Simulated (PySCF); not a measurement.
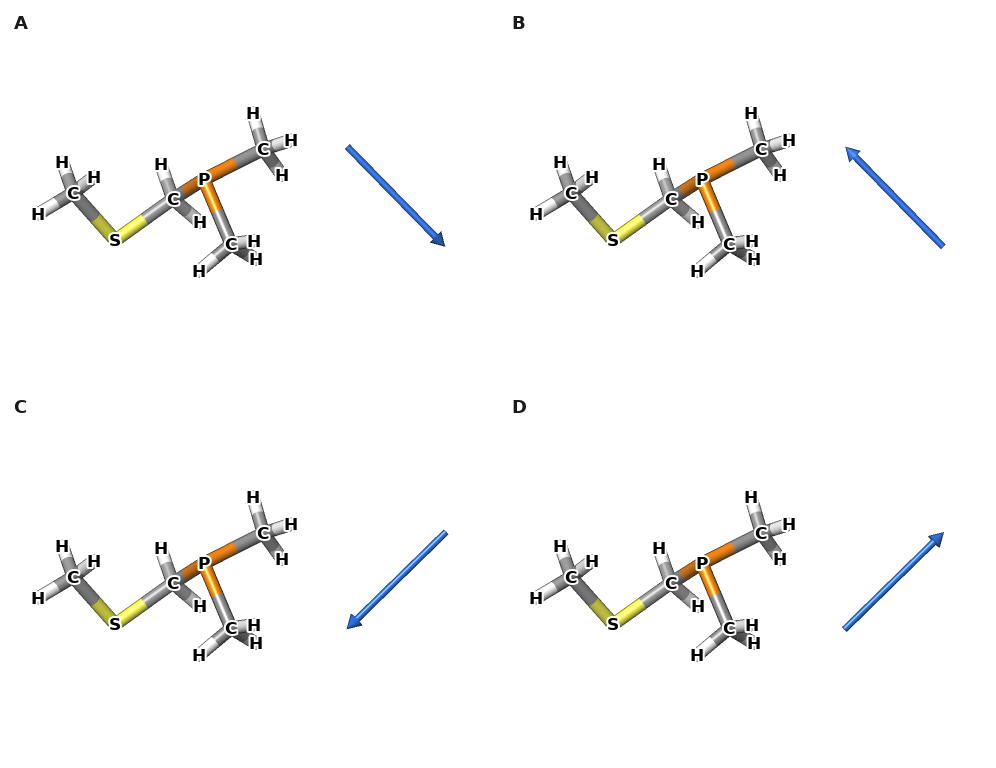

The same molecule four times, each with an arrow. The computed structure is the end point of a GFN2-xTB optimisation. No frequency run is at hand to confirm it as a minimum. Level of theory: PBE0/pcSseg-1, gas phase (PySCF 2.14.0).

Which arrow points along the dipole moment, from the negative to the positive end?

Answer. D. The dipole moment is 1.37 D.

The geometry is semi-empirical. Around P such bond lengths and angles can be off by a tenth of an ångström or more and by several degrees, and values that hang on the shape move with them.
